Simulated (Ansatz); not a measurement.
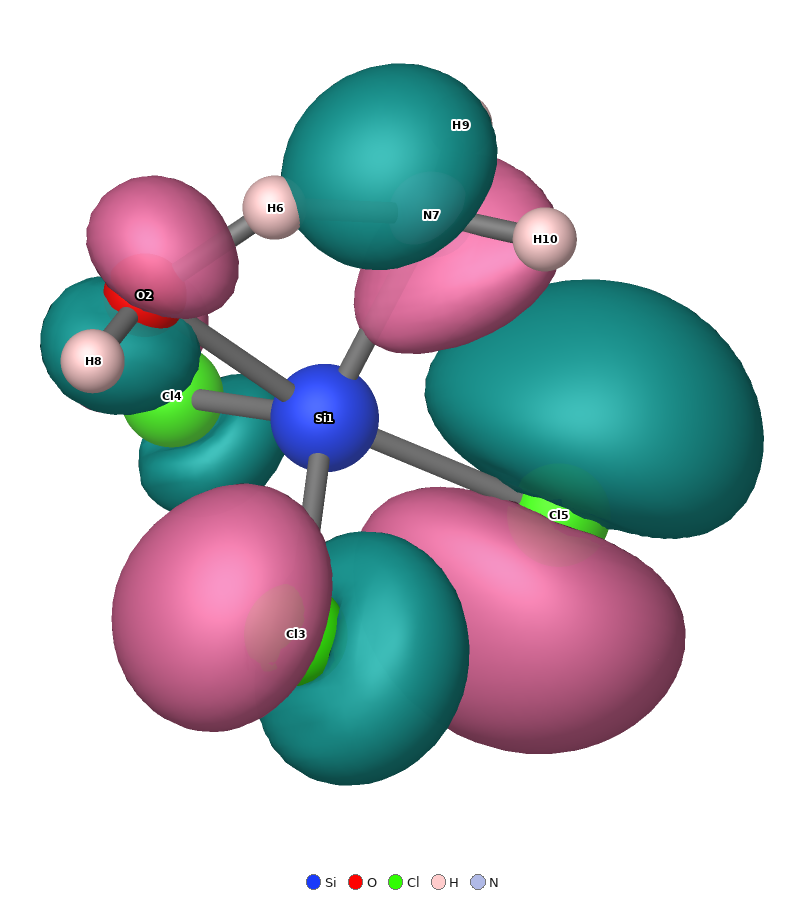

Figure 1: Cl3H4NOSi. The HOMO−1 at ±0.08 Å⁻³ᐟ² (teal and pink are the two phases), seen at a tilt.

A transition-state structure; geometry: PBE0-D4/def2-TZVP.

All numbers below come from Ansatz 0.2.0, RKS PBE0-D4/def2-TZVPP.

```yaml
atoms:
  - { symbol: Si, position_ang: [-0.3677, 0.4003, -0.4774] }
  - { symbol: O, position_ang: [-0.5916, -1.4200, 0.0824] }
  - { symbol: Cl, position_ang: [0.2111, -0.2877, -2.3465] }
  - { symbol: Cl, position_ang: [-2.3387, 0.7688, -0.0592] }
  - { symbol: Cl, position_ang: [0.2065, 2.4169, -0.8233] }
  - { symbol: H, position_ang: [0.3064, -1.0434, 0.7680] }
  - { symbol: N, position_ang: [0.7746, 0.1614, 0.9432] }
  - { symbol: H, position_ang: [-0.4238, -2.0873, -0.5888] }
  - { symbol: H, position_ang: [0.4915, 0.6746, 1.7711] }
  - { symbol: H, position_ang: [1.7319, 0.4166, 0.7307] }
```

Q: Where does this orbital lie, and at what energy?

A: By Hirshfeld shares it lies mainly on Cl5 (about 65 %), Cl3 (about 15 %) and N7 (about 10 %). Its energy is −8.30 eV.
